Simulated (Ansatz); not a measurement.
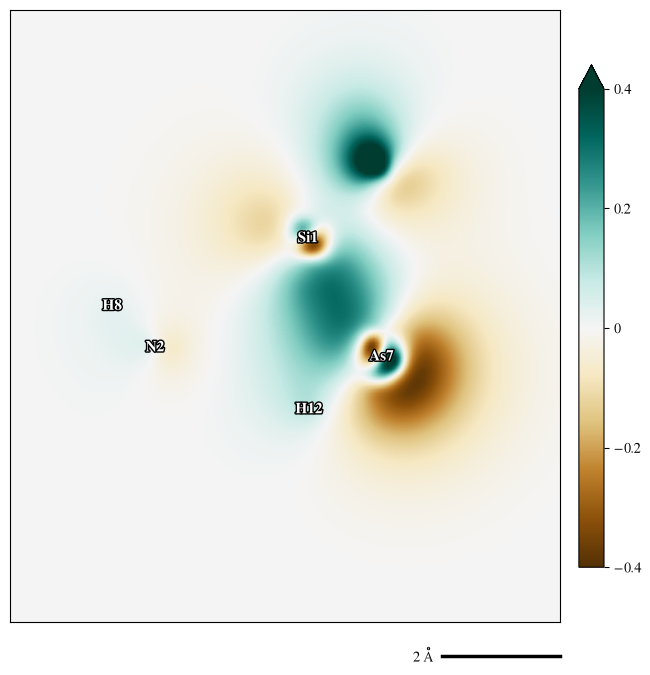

*AsH6NSi···NH3. The HOMO on the plane of atoms Si1, As7 and H12 (values in Å⁻³ᐟ²; the overall sign is arbitrary).*

The product side of a reaction path; geometry: PBE0-D4/def2-TZVP.

Method: RKS PBE0-D4/def2-TZVPP in Ansatz.

Input

```
crystal:
  periodic: [false, false, false]
  atoms:
    - {symbol: Si, position_ang: [-0.797471, 0.069233, -0.425940]}
    - {symbol: N, position_ang: [1.377230, -1.197122, 1.541237]}
    - {symbol: H, position_ang: [-0.606130, -1.398757, -0.604907]}
    - {symbol: H, position_ang: [-1.016271, 0.372840, 1.009173]}
    - {symbol: N, position_ang: [-2.182775, 0.710550, -1.239172]}
    - {symbol: H, position_ang: [2.128605, -1.764859, 1.168841]}
    - {symbol: As, position_ang: [1.013292, 1.168435, -1.474950]}
    - {symbol: H, position_ang: [0.790173, -1.805481, 2.098740]}
    - {symbol: H, position_ang: [1.793496, -0.521640, 2.170577]}
    - {symbol: H, position_ang: [-2.243891, 0.666502, -2.243937]}
    - {symbol: H, position_ang: [-3.093642, 0.606712, -0.821186]}
    - {symbol: H, position_ang: [2.046261, 0.645313, -0.493862]}
    - {symbol: H, position_ang: [0.791122, 2.448372, -0.684516]}
basis:
  gaussian: {orbitals: def2-TZVPP}
hamiltonian: {xc: pbe0, dispersion: d4}
output: {orbitals: {seedname: orbitals}}
```

Run with:

```sh
ansatz run in.yaml --threads 8 --pin off --events-out ev --progress --plain --max-ram 19148MiB
```

Question: What is the character of this orbital?

Answer: Its weight (Hirshfeld) is mainly on As7 (about 45 %), N5 (about 25 %) and Si1 (about 15 %). Its energy is −6.70 eV.
